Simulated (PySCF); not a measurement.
## A study: GeH$_{2}$, SMILES `[GeH2]`

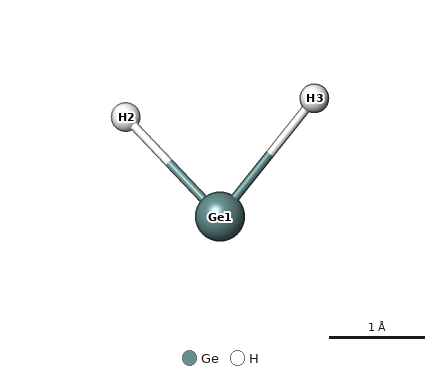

The molecule, with its atoms numbered as below. No frequency check shows the geometry to be a minimum.

Cartesian coordinates (Å):

```
Ge1      0.0689    0.0000    0.0000
H2      -1.1026   -1.1010    0.0000
H3      -1.1025    1.1011    0.0000
```

## 1. Bonding charge

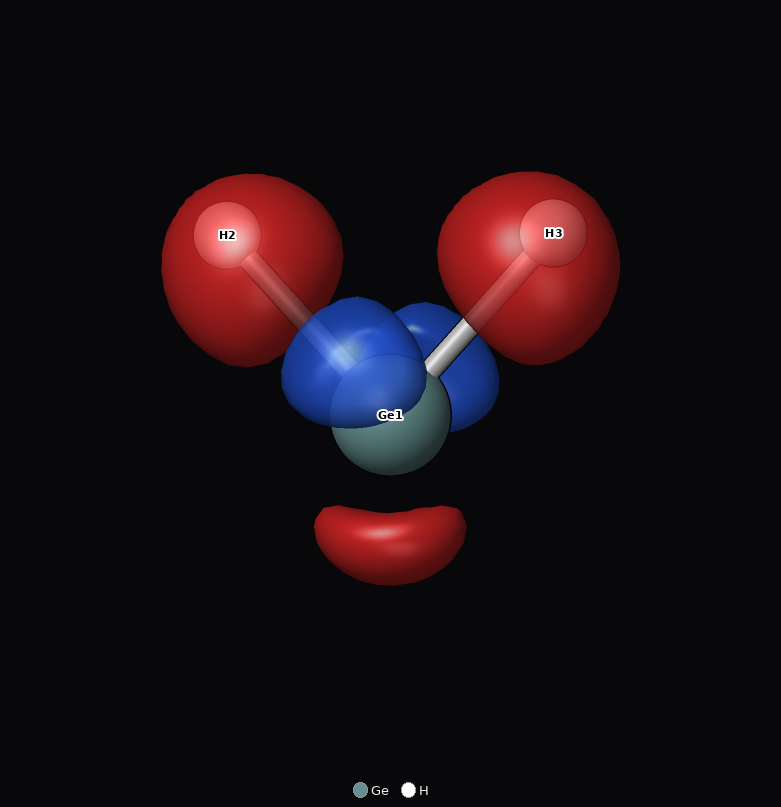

Deformation density (molecule less spherical, spin-averaged free atoms at the same positions), surfaces at ±0.1 e/Å³; red: gain, blue: loss.

Method: B3LYP/def2-SVP; geometry: GFN2-xTB; program: PySCF.

Q: Describe the bonding that the map shows.

A: Ge1–H2 and Ge1–H3: +0.21 e/Å³ at the bond critical point (bond length 1.61 Å, Mayer order 1.0). In all, 0.7 electrons gather in the regions of gain relative to the promolecule.

Q: Where do the Hirshfeld charges lie?

A: The highest Hirshfeld charge is on Ge1 (+0.25 e), the lowest on H2 and H3 (−0.12 e).

```
atom  charge (e)
 Ge1       +0.25
  H2       −0.12
  H3       −0.12
```

## 2. Local ionisation energy

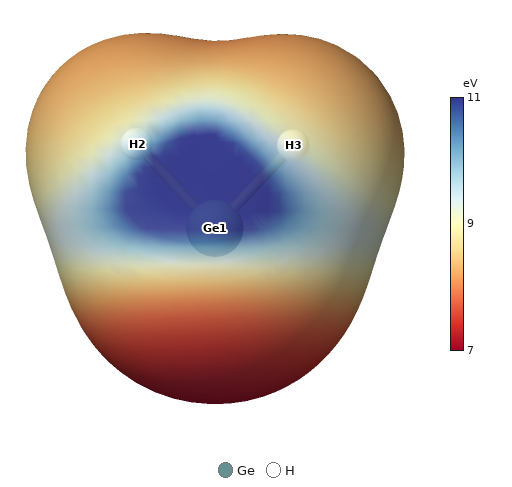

Average local ionisation energy on the surface of electron density 0.001 a.u.

Q: Where are the most loosely bound electrons on this surface?

A: The lowest value is 7.1 eV, 2.5 Å from Ge1. Further minima include 8.1 eV, 1.7 Å from H2. For comparison, the highest occupied orbital lies at −6.8 eV.

## 3. Excited states

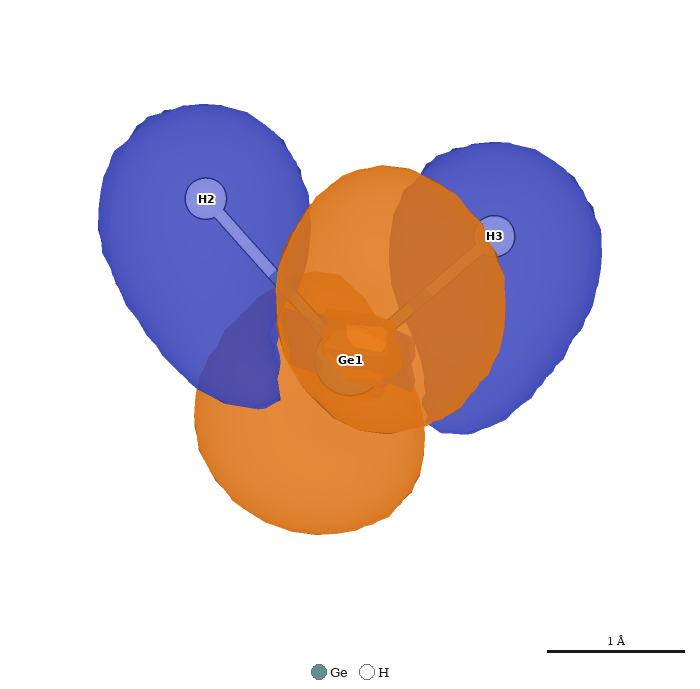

Unrelaxed difference density of S₂ less the ground state (full linear response singlet states), ±0.04 e/Å³; orange: gain, blue: loss.

Method: ωB97X/aug-cc-pVDZ; geometry: GFN2-xTB; program: PySCF.

Q: How does the charge move on excitation?

A: 0.75 e is displaced in all, of which about 0.4 e passes between atoms: H2 and H3 (0.21 e each) lose electrons and Ge1 (0.42 e) gains them. The state: 3.93 eV (315 nm), f = 0.000 (dark), partly diffuse acceptor orbital; the leading pair carries 100 %; hole on Ge1 (46 %) and H2 and H3 (27 % each), electron on Ge1 (89 %) and H2 and H3 (6 % each) (atom shares of so diffuse an orbital are rough); their centroids lie 0.7 Å apart.

## 4. In an electric field

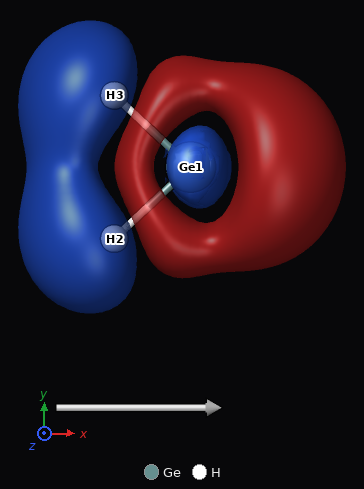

Change of the electron density in a uniform field of 0.21 V/Å along +x (arrow), surfaces at ±0.0008 e/Å³ (blue: gain, red: loss).

Method: B3LYP/def2-SVPD; geometry: GFN2-xTB; program: PySCF.

Q: What dipole is induced, and what polarisability does it imply?

A: The induced dipole is 0.43 D (along the field); α along this axis, from the fields in both directions, is 42 bohr³ (6.3 Å³).

Q: Which atoms gain and lose the most charge?

A: Electrons gather most on H2 and H3 alike (Hirshfeld charge changes by −0.011 e) and leave Ge1 most (+0.023 e); 0.035 electrons are displaced in all.

## 5. Removing or adding an electron

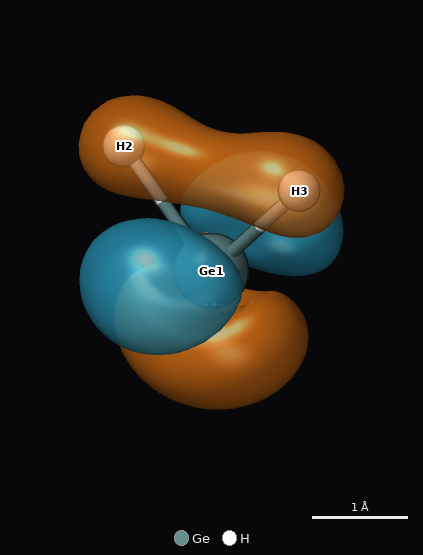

Dual descriptor f⁺ − f⁻ at ±0.04 e/Å³ (light blue positive, orange negative).

Computed with PySCF, ωB97X/def2-TZVP, geometry: GFN2-xTB.

Q: Which atoms come out as electrophilic, and which as nucleophilic?

A: Electrophilic (positive): Ge1 (+0.13). Nucleophilic (negative): H2 and H3 (−0.07). f⁻ (Hirshfeld-condensed) is largest on Ge1 (0.66); the vertical ionisation energy is 9.73 eV. f⁺ (Hirshfeld-condensed) is largest on Ge1 (0.79); the vertical electron affinity is 0.77 eV (the stability of the anion's solution wasn't checked; rough: the basis has no diffuse functions).

## 6. Localised orbitals

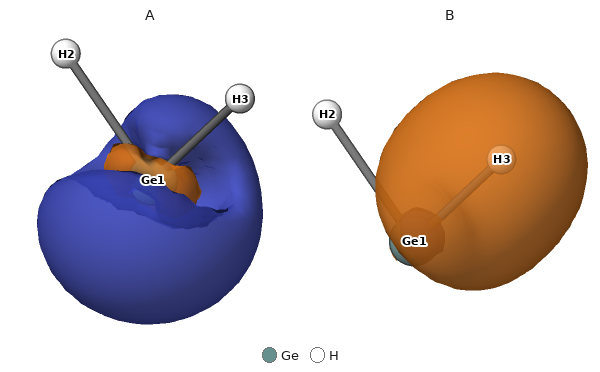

Intrinsic bond orbitals (IBO), occupied; each surface holds about 70 % of the orbital's density. Energies are diagonal elements of the Fock matrix.

Computed with PySCF, B3LYP/aug-cc-pVDZ, geometry: GFN2-xTB.

Q: Identify each orbital.

A: By panel:
- A: lone pair on Ge1 (s-type) (Ge1 100 %; −14.5 eV)
- B: σ bond H3–Ge1 (H3 55 %, Ge1 45 %; −9.9 eV)

Q: How do all the valence pairs divide up?

A: 8 pairs: 5 d pairs, 2 σ bonds and 1 lone pair.
